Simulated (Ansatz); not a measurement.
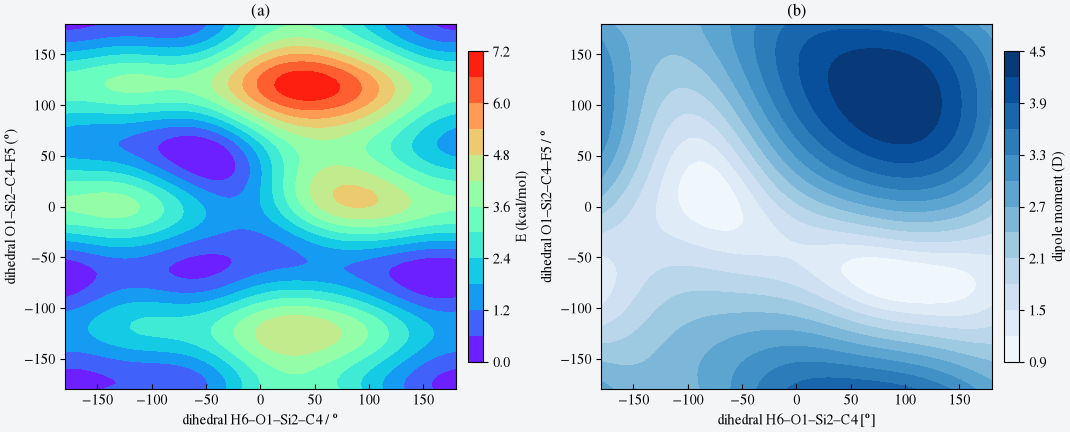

CH4ClFOSi, SMILES O[SiH](Cl)CF. 
- First axis: dihedral H6–O1–Si2–C4. Second axis: dihedral O1–Si2–C4–F5.
- Nothing is relaxed (all other coordinates rigid).
- Grid: 15 × 15 points.
- Points are written as (first, second).
- All energies are given in kcal/mol relative to the relaxed molecule at the same level.
- The calculation used RHF/def2-SVP (Ansatz 0.2.0).

Panel (a) is the energy; panel (b) is the computed dipole moment, in D.

Drawn: filled contours. Between grid points the surface is interpolated.

How does the dipole moment vary over the map, and what is it at the lowest grid point?

Leaving out the highest fifth of the energies, it runs from 0.96 D at (−84°, 12°) to 4.18 D at (132°, 84°). At the lowest grid point, (−60°, 60°), it is 1.79 D.

```csv
"dihedral O1–Si2–C4–F5 ↓, dihedral H6–O1–Si2–C4 →",−180,−156,−132,−108,−84,−60,−36,−12,12,36,60,84,108,132,156
156,3.08,2.72,2.48,2.45,2.62,2.94,3.33,3.70,3.96,4.12,4.19,4.18,4.08,3.84,3.49
132,3.23,2.75,2.39,2.25,2.39,2.76,3.23,3.67,4.02,4.25,4.39,4.43,4.35,4.11,3.72
108,3.28,2.72,2.25,2.00,2.10,2.49,3.02,3.53,3.93,4.22,4.41,4.50,4.44,4.21,3.81
84,3.24,2.65,2.09,1.74,1.76,2.17,2.73,3.28,3.73,4.06,4.29,4.41,4.39,4.18,3.78
60,3.09,2.50,1.92,1.48,1.42,1.79,2.37,2.93,3.40,3.75,4.01,4.15,4.16,3.98,3.61
36,2.81,2.28,1.73,1.27,1.11,1.42,1.97,2.52,2.96,3.30,3.56,3.72,3.75,3.60,3.28
12,2.44,2.01,1.57,1.18,0.96,1.14,1.59,2.06,2.45,2.74,2.96,3.12,3.17,3.07,2.81
−12,2.03,1.77,1.53,1.29,1.10,1.11,1.35,1.66,1.92,2.10,2.26,2.41,2.49,2.44,2.27
−36,1.65,1.62,1.60,1.54,1.42,1.35,1.38,1.46,1.51,1.51,1.55,1.64,1.74,1.76,1.71
−60,1.39,1.58,1.75,1.82,1.78,1.71,1.65,1.59,1.45,1.24,1.05,1.00,1.07,1.15,1.24
−84,1.37,1.66,1.92,2.07,2.11,2.09,2.04,1.96,1.79,1.52,1.22,1.02,0.97,1.01,1.14
−108,1.63,1.87,2.12,2.30,2.39,2.43,2.46,2.43,2.31,2.09,1.85,1.67,1.55,1.50,1.51
−132,2.04,2.14,2.31,2.48,2.61,2.73,2.84,2.89,2.86,2.73,2.56,2.42,2.29,2.17,2.06
−156,2.45,2.39,2.45,2.57,2.74,2.93,3.13,3.29,3.35,3.32,3.23,3.13,3.00,2.83,2.62
−180,2.81,2.59,2.51,2.57,2.74,3.00,3.31,3.57,3.74,3.80,3.79,3.74,3.62,3.40,3.11
```
